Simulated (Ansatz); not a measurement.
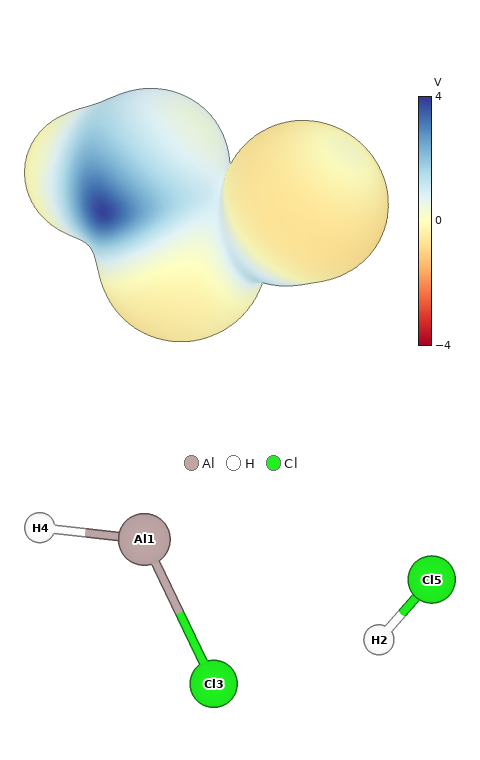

Figure. AlClH···HCl (doublet). The electrostatic potential painted on the density surface at 0.002 e/bohr³, seen at a tilt; the colour scale runs from red (negative) to blue (positive). The bare structure is drawn below in the same view.

Method: Ansatz 0.2.0, UHF/def2-SVP.

```
atom    x (Å)   y (Å)    z (Å)
  Al  -0.7056  0.0000  -0.6477
   H   0.8415  0.0000   2.6447
  Cl   1.3403  0.0000  -0.0240
   H  -0.9388  0.0000  -2.2157
  Cl   0.0427  0.0000   3.6377
```

Describe the electrostatic potential map.

Answer. The most negative region (about −0.7 V) lies over Cl5, the most positive (about +3.7 V) over Al1. Cl5 shows a σ-hole: about +0.2 V at the tip opposite its bond, against about −0.6 V on its flanks.
